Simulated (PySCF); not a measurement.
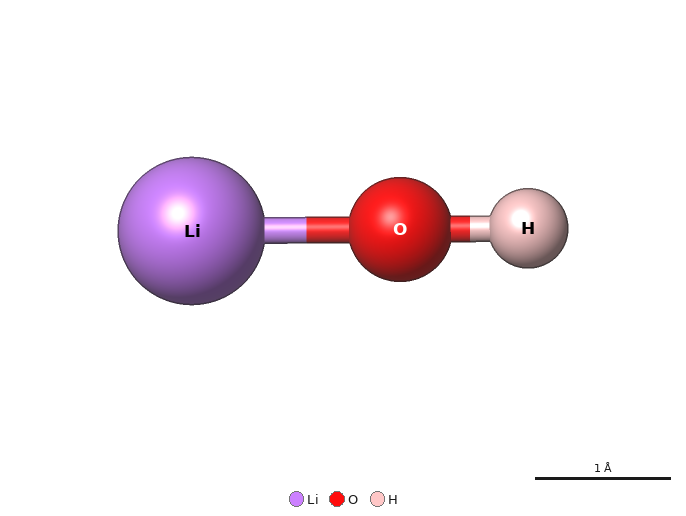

Atoms fade into the background with distance from the viewer. Computed geometry: PBE0-D3(BJ)/def2-SVP optimisation. No frequency run is at hand to confirm it as a minimum. Masses are those of the most abundant isotopes; constants are for the rigid equilibrium geometry.

Classify the rotor and give the rotational constants (cm⁻¹).

A linear rotor (C∞v) with B = 1.23 cm⁻¹.
